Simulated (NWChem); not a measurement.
# CH3ClOZn (SMILES [OH][Zn][CH2]Cl) at 4 levels

Aim: a comparison of 4 runs (HF/STO-3G, HF/3-21G, B3LYP/6-31G*) of CH3ClOZn. 

The results are computed with NWChem 7.3.0.

## Step 1: The system as given

CH3ClOZn has 7 atoms, charge 0, and is taken as a singlet. As SMILES, `[OH][Zn][CH2]Cl`. Geometry: relaxed at PBE0-D4/def2-TZVP.

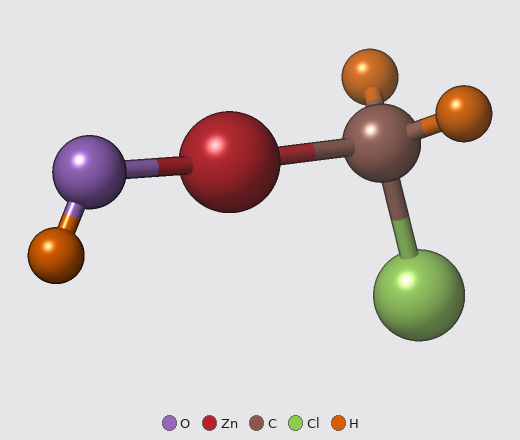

The structure, seen from a chosen angle (oxygen purple, zinc red, carbon brown, chlorine green, hydrogen orange).

## Step 2: Energy and forces at HF/STO-3G (run 1)

Input file run.nw:

```
start run
title "CH3ClOZn"
memory stack 880 mb heap 220 mb global 1100 mb
geometry noautosym nocenter noautoz
  O     -0.953200     2.141200    -0.925300
  Zn    -0.184900     0.699100    -0.237400
  C      0.724700    -0.827500     0.521200
  Cl    -0.294500    -2.279700     0.231000
  H     -1.849800     2.039600    -1.247800
  H      1.691800    -1.022500     0.060100
  H      0.865900    -0.750200     1.598300
end
basis "ao basis" spherical bse
  * library STO-3G
end
scf
  thresh 1e-08
  maxiter 80
end
task scf gradient
```

Command:

```
nwchem run.nw > run.out
```

Standard output:

```text
[...]
  functions       =    40
[...]
  wavefunction    = RHF
[...]
         Total SCF energy =  -2324.818024091280
      One-electron energy =  -3849.754043069724
      Two-electron energy =   1219.983910685633
 Nuclear repulsion energy =    304.952108292811
        Time for solution =     18.2s
[...]
                         RHF ENERGY GRADIENTS
    atom               coordinates                        gradient
                 x          y          z           x          y          z
   1 O      -1.801287   4.046281  -1.748563   -0.098665   0.112203  -0.068307
   2 Zn     -0.349410   1.321107  -0.448621    0.044904  -0.082715   0.039196
   3 C       1.369484  -1.563748   0.984925    0.006954  -0.061205   0.015102
   4 Cl     -0.556524  -4.308008   0.436527    0.014494   0.019235   0.004325
   5 H      -3.495615   3.854285  -2.358000    0.034581   0.006540   0.011885
   6 H       3.197038  -1.932245   0.113573    0.000280   0.002567  -0.003922
   7 H       1.636314  -1.417672   3.020349   -0.002548   0.003376   0.001720
[...]
```

Run time: 20 s. Hardware: 1 thread of Intel Xeon 6975P-C (Granite Rapids), shared host; peak memory 0.095 GiB.

## Step 3: Energy and forces at HF/3-21G (run 2)

Input file run.nw:

```
start run
title "CH3ClOZn"
memory total 2200 mb

geometry units angstrom noautosym nocenter noautoz
O    -0.953200    2.141200   -0.925300
Zn   -0.184900    0.699100   -0.237400
C     0.724700   -0.827500    0.521200
Cl   -0.294500   -2.279700    0.231000
H    -1.849800    2.039600   -1.247800
H     1.691800   -1.022500    0.060100
H     0.865900   -0.750200    1.598300
end

basis spherical bse
* library 3-21G
end

scf
thresh 1e-08
maxiter 80
end

task scf gradient
```

Command:

```
nwchem run.nw > run.out
```

Standard output:

```text
[...]
  functions       =    64
[...]
  wavefunction    = RHF
[...]
         Total SCF energy =  -2340.152126217977
      One-electron energy =  -3871.831996780009
      Two-electron energy =   1226.727762269221
 Nuclear repulsion energy =    304.952108292811
        Time for solution =      3.0s
[...]
                         RHF ENERGY GRADIENTS
    atom               coordinates                        gradient
                 x          y          z           x          y          z
   1 O      -1.801287   4.046281  -1.748563   -0.010006   0.022438  -0.010008
   2 Zn     -0.349410   1.321107  -0.448621    0.002718  -0.013726   0.004941
   3 C       1.369484  -1.563748   0.984925   -0.031986  -0.043413  -0.009605
   4 Cl     -0.556524  -4.308008   0.436527    0.025875   0.037753   0.007193
   5 H      -3.495615   3.854285  -2.358000    0.007078  -0.007073   0.004724
   6 H       3.197038  -1.932245   0.113573    0.006731   0.000822  -0.005274
   7 H       1.636314  -1.417672   3.020349   -0.000410   0.003199   0.008029
[...]
```

It took 5.4 s on 1 thread of Intel Xeon 6975P-C (Granite Rapids), shared host; peak memory 0.099 GiB.

Run 3 isn't shown in full; the table further down has it.

## Step 4: Energy and gradient at B3LYP/6-31G(d) (Cartesian functions) (run 4)

Input file run.py:

```python
from ase import Atoms
from ase.calculators.nwchem import NWChem

system = Atoms('OZnCClHHH', positions=[
    [-0.953200, 2.141200, -0.925300],
    [-0.184900, 0.699100, -0.237400],
    [0.724700, -0.827500, 0.521200],
    [-0.294500, -2.279700, 0.231000],
    [-1.849800, 2.039600, -1.247800],
    [1.691800, -1.022500, 0.060100],
    [0.865900, -0.750200, 1.598300],
])

calc = NWChem(
    label='calc',
    theory='dft',
    memory='2200 mb',
    basis='6-31G*',
    dft={'xc': 'b3lyp', 'mult': '1', 'grid': 'fine', 'convergence': 'energy 1e-08', 'iterations': '100', 'mulliken': None},
)
system.calc = calc

forces = system.get_forces()
print("Total energy (eV):", round(system.get_potential_energy(), 6))
print("forces (eV/A):")
for s, f in zip(system.symbols, forces):
    print(f"{s:2s} {f[0]:10.5f} {f[1]:10.5f} {f[2]:10.5f}")
print("dipole (e A):", system.get_dipole_moment().round(4))
```

Command:

```
export ASE_NWCHEM_COMMAND="nwchem PREFIX.nwi > PREFIX.nwo"
python run.py
```

Standard output:

```text
Total energy (eV): -64068.230073
forces (eV/A):
O     0.74300   -0.46038    0.41282
Zn   -0.10835    0.21371   -0.09297
C     0.01085    0.88873   -0.15360
Cl   -0.35764   -0.52440   -0.09827
H    -0.45426   -0.06402   -0.16285
H     0.10248   -0.03337    0.01419
H     0.06392   -0.02026    0.08068
dipole (e A): [0.0496 0.0772 0.0639]
```

The calculator wrote calc.nwi:

```
title "calc"

permanent_dir calc

scratch_dir calc

start calc

geometry units angstrom nocenter noautosym noautoz
  O  -9.5320000000000005e-01 2.1412000000000000e+00 -9.2530000000000001e-01
  Zn -1.8490000000000001e-01 6.9910000000000005e-01 -2.3740000000000000e-01
  C  7.2470000000000001e-01 -8.2750000000000001e-01 5.2120000000000000e-01
  Cl -2.9449999999999998e-01 -2.2797000000000001e+00 2.3100000000000001e-01
  H  -1.8498000000000001e+00 2.0396000000000001e+00 -1.2478000000000000e+00
  H  1.6918000000000000e+00 -1.0225000000000000e+00 6.0100000000000001e-02
  H  8.6590000000000000e-01 -7.5019999999999998e-01 1.5983000000000001e+00
end

memory 2200 mb

basis noprint
   * library 6-31G*
end

dft
  xc b3lyp
  mult 1
  grid fine
  convergence energy 1e-08
  iterations 100
  mulliken
end

task dft gradient
```

calc.nwo:

```text
Northwest Computational Chemistry Package (NWChem) 7.3.0
             --------------------------------------------------------

           Job information
           ---------------

    nwchem branch   = 7.3.0
    use scalapack   = T
    input           = calc.nwi
    prefix          = calc.
    data base       = calc/calc.db
    status          = startup
    nproc           =        1

           Memory information
           ------------------

    heap     =     72089596 doubles =      550.0 Mbytes
    stack    =     72089601 doubles =      550.0 Mbytes
    global   =    144179200 doubles =     1100.0 Mbytes (distinct from heap & stack)
    total    =    288358397 doubles =     2200.0 Mbytes
    verify   = yes
    hardfail = no

[... 110 lines left out ...]
  convergence criterion.
[... 42 lines left out ...]
          Spatial weights used:  Erf1
[... 77 lines left out ...]
         Total DFT energy =    -2354.464047337552
[... 3 lines left out ...]
 Nuclear repulsion energy =      304.952108292811
[... 764 lines left out ...]
          Convergence on gradient requested:  5.00D-04
[... 29 lines left out ...]
          total energy or number of iterations.
[... 38 lines left out ...]
                 ----------------------------------------
                 |  Time  |  1-e(secs)   |  2-e(secs)   |
                 ----------------------------------------
                 |  CPU   |       0.01   |      10.23   |
                 ----------------------------------------
                 |  WALL  |       0.01   |      10.23   |
                 ----------------------------------------

 Task  times  cpu:       31.3s     wall:       31.3s
 Total times  cpu:       31.3s     wall:       31.3s
```

Wall time 33 s (1 thread of Intel Xeon 6975P-C (Granite Rapids), shared host); peak memory 0.12 GiB.

## Step 5: The series

```tsv
run	level	iteration cap	module	energy (Eh)	dipole moment (D)	HOMO energy (eV)	LUMO energy (eV)	wall time
1	HF/STO-3G	80	scf	-2324.818024	2.13	-4.75	5.52	20 s
2	HF/3-21G	80	scf	-2340.152126	0.86	-10.44	1.88	5.4 s
3	B3LYP/6-31G* (spherical functions)	100	dft	-2354.449227	0.53	-7.24	-0.70	39 s
4	B3LYP/6-31G* (Cartesian functions)	100	dft	-2354.464047	0.54	-7.21	-0.67	33 s
```

## Step 6: Outcome

```
                       quantity           value
            run 4: total energy  -2354.46405 Eh
           run 4: dipole moment          0.54 D
             run 4: HOMO energy        -7.21 eV
             run 4: LUMO energy        -0.67 eV
           run 4: HOMO–LUMO gap         6.54 eV
run 4: largest force on an atom      0.967 eV/Å
```

The dipole moment (its size) runs from 0.53 D (B3LYP/6-31G*) to 2.13 D (HF/STO-3G). The two ends differ in method and basis. The HOMO–LUMO gap runs from 6.54 eV (B3LYP/6-31G*) to 12.33 eV (HF/3-21G). In run 1 the basis is minimal, so the values are rough. All runs together took 98 s, the longest 39 s.
